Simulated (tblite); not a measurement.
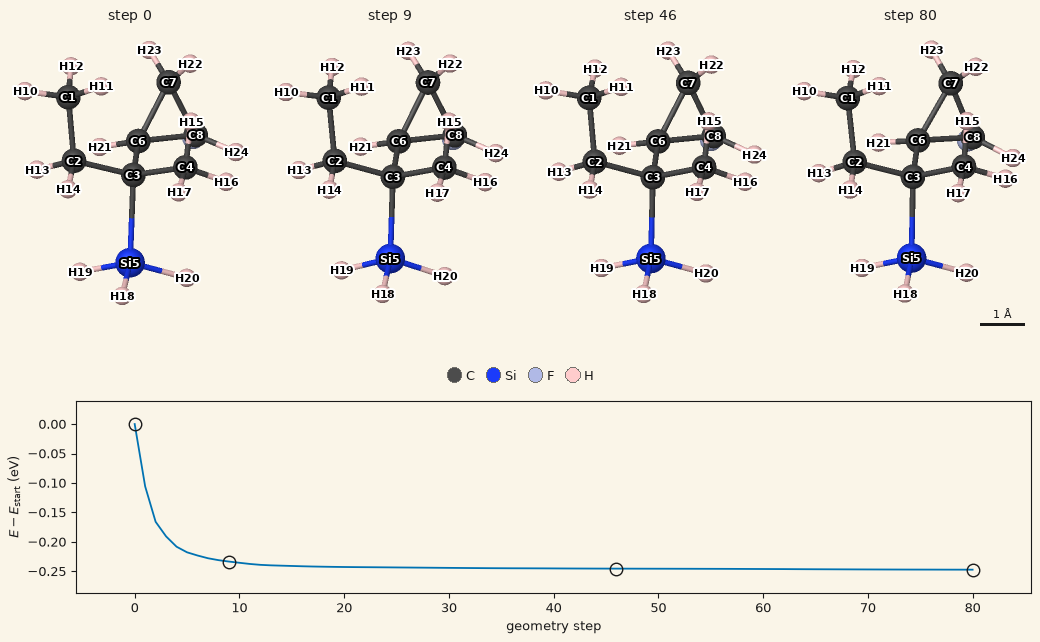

Frames of a relaxation of C7H15FSi, marked on the history of the run. The picture is a ball-and-stick view, seen from a free direction.

Method: tblite, GFN2-xTB geometry optimisation, gas phase. 

**Describe the path.**

The energy falls by 0.247 eV in 80 geometry steps. An H atom moves most after the best rigid fit: 0.17 Å. Largest moves by element: H 0.17 Å, F 0.13 Å, Si 0.11 Å, C 0.08 Å. Among the contacts that change: C–Si 2.067 → 1.927 Å, C–C 1.572 → 1.540 Å, H–Si 1.489 → 1.464 Å, C–C 1.554 → 1.529 Å. Bond angles that change, for instance: C–C–C 115.5° → 112.5°, F–C–H 112.2° → 109.5°, C–C–Si 106.6° → 109.1°. Cost: 0.71 s on 1 thread of INTEL(R) XEON(R) PLATINUM 8581C CPU @ 2.10GHz, on a shared host. From step 0 to 9: the Si atom moves most (0.10 Å), energy −0.233 eV. From step 9 to 46: an H atom moves most (0.09 Å), energy −0.012 eV. From step 46 to 80: an H atom moves most (0.11 Å), energy −0.002 eV.

```tsv
step	E − E(0), eV
0	0.0000
1	-0.1058
2	-0.1659
3	-0.1908
4	-0.2083
5	-0.2178
6	-0.2232
7	-0.2278
8	-0.2311
9	-0.2335
10	-0.2355
14	-0.2404
17	-0.2419
21	-0.2429
25	-0.2434
28	-0.2439
32	-0.2445
36	-0.2449
39	-0.2450
43	-0.2453
47	-0.2455
51	-0.2456
54	-0.2458
58	-0.2460
62	-0.2463
65	-0.2465
69	-0.2468
73	-0.2470
76	-0.2471
80	-0.2472
```
